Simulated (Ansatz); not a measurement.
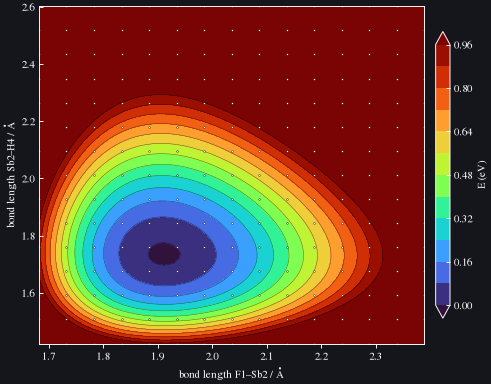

ClFHSb, SMILES [F][SbH][Cl]. 
- First axis: bond length F1–Sb2. Second axis: bond length Sb2–H4.
- Nothing is relaxed (all other coordinates rigid).
- The grid has 15 × 15 points.
- Points are written as (first, second).
- Energies are in eV, from the lowest grid point.
- The reference is spin-restricted, which grows unreliable where a bond is stretched far.
- These are results of Ansatz 0.2.0, RKS SPW92 (LDA)/def2-TZVP, not measurements.

In the figure: filled contours, dots at the grid points, one colour for all values above the top of the scale. Between grid points the surface is interpolated.

**Where is the minimum, and how stiff is the well along each coordinate?**

The interpolated minimum is at bond length F1–Sb2 ≈ 1.911 Å, bond length Sb2–H4 ≈ 1.735 Å. The curvatures there are about 23 eV/Å² and 13 eV/Å², with a cross term of about 0 eV/Å². Round the minimum the two coordinates are nearly uncoupled.
